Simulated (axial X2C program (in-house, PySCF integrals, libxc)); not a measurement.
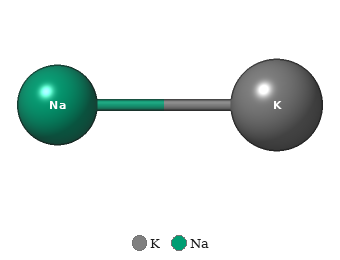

**Figure 1.** The molecule at the reference distance of 3.536 Å.

**KNa: relativistic diatomic calculation**

System: KNa, single determinant with M_S = 0 and |Λ| = 0.
Method: HF, spin-free X2C-1e, K dyall-cv3z, Na dyall-cv3z (cores contracted) (axial X2C program (in-house, PySCF integrals, libxc)).

Output:
```
spin-free X2C-1e  HF
basis functions 170  fitting functions 690  grid points 5091
iter        total energy     max residual
   1       -763.518815777     1.72e-01
   2       -763.529496742     4.97e-03
   3       -763.529837957     3.35e-03
   4       -763.529869802     8.21e-04
   5       -763.529872476     1.36e-04
   6       -763.529872658     5.58e-05
   7       -763.529872677     1.56e-05
   8       -763.529872679     2.78e-06
converged
one-electron -1117.95992187  Coulomb 370.07181929  exact exchange -46.91949552  xc functional 0.00000000  nuclear repulsion 31.27772542
correlated 10  virtual 260  natural virtual 90  E(MP2) -0.252067141  MP2 remainder -0.006161360
iter   CCSD correlation   residual
   1     -0.264555334   1.40e-01
   2     -0.272116694   6.67e-02
   3     -0.272438494   2.18e-02
   4     -0.272053030   7.25e-03
   5     -0.272079423   2.54e-03
   6     -0.272087578   1.03e-03
   7     -0.272089510   4.37e-04
   8     -0.272087733   1.42e-04
   9     -0.272087471   5.48e-05
  10     -0.272087994   1.42e-05
  11     -0.272088113   4.85e-06
  12     -0.272088157   1.90e-06
  13     -0.272088158   8.03e-07
(T) -0.008216589394268873  T1 0.0257  D1 0.0572  max T2 0.155
```

The points of the curve:

| R (Å) | E (hartree) | dipole (D; origin at the first atom, positive when the second is positive) | highest filled (eV) | lowest empty (eV) |
| --- | --- | --- | --- | --- |
| 3.076 | −763.523401 | −3.22 | −4.17 | 0.01 |
| 3.218 | −763.526454 | −3.32 | −4.12 | −0.01 |
| 3.324 | −763.528072 | −3.39 | −4.09 | −0.03 |
| 3.430 | −763.529191 | −3.47 | −4.05 | −0.04 |
| 3.536 | −763.529873 | −3.54 | −4.01 | −0.06 |
| 3.660 | −763.530191 | −3.64 | −3.97 | −0.08 |
| 3.784 | −763.530075 | −3.73 | −3.93 | −0.10 |
| 3.943 | −763.529403 | −3.86 | −3.87 | −0.14 |
| 4.137 | −763.527962 | −4.01 | −3.81 | −0.18 |
| 4.420 | −763.525016 | −4.24 | −3.72 | −0.24 |

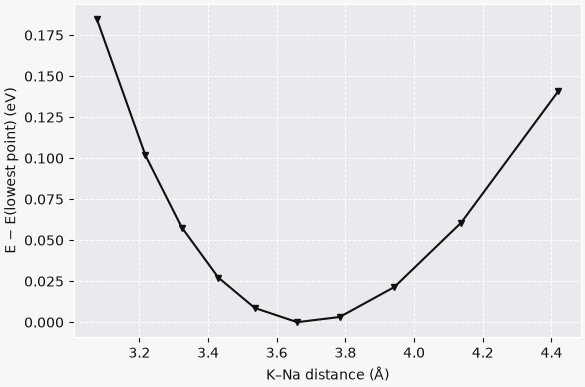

**Figure 2.** Energy at 10 bond lengths, for one set of occupations held fixed; the line joins the points. A polynomial of degree 6 through 9 points gives rₑ = 3.685 Å, ωₑ = 118.2 cm⁻¹, ωₑxₑ = 0.30 cm⁻¹ and Bₑ = 0.08584 cm⁻¹. The whole curve lies above K + Na, so the molecule isn't bound against them at this level.

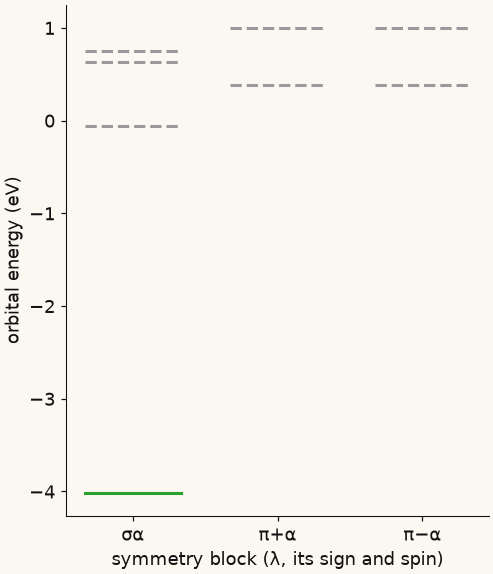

**Figure 3.** Orbital energies near the frontier at 3.54 Å, filled (solid) and empty (dashed); a label such as π−α means λ = −1 and α spin, and the β levels equal the α ones. The highest filled orbital (σα; 49 % Na s, 39 % K s) lies at −4.01 eV, the lowest empty one (σα; 58 % K p, 23 % K s) at −0.06 eV.

Input:
```
{"zs": [19, 11], "q": 0, "bas": ["dyall-cv3z", "dyall-cv3z"], "levels": ["PBE0", "HF", "r2SCAN"], "cc": true, "r0": 3.51, "thr": -1.0, "nmax": 90, "npts": 10, "nst": 2, "ntry": 6}
```

The line is the task of a batch: nuclear charges, charge, bases, the levels to run, a first guess of the distance and further settings. This report covers HF without spin-orbit coupling. The log is that of the reference distance 3.536 Å.

The run was one of a batch that the task file lists, launched with:
```bash
python <driver script> task.json out
```

Summary:

- outcome: converged
- bond length rₑ: 3.685 Å
- ωₑ: 118.2 cm⁻¹
- energy at the minimum: −763.53020 hartree
- depth below the fragments: −0.06 eV
- hardware: 1 thread of INTEL XEON PLATINUM @ 2.30GHz (Emerald Rapids), 24 GiB of memory available, shared host
- wall time: 0.51 s
- peak memory: 0.63 GiB

Remarks:

Hartree–Fock lacks correlation, so it usually binds too weakly.
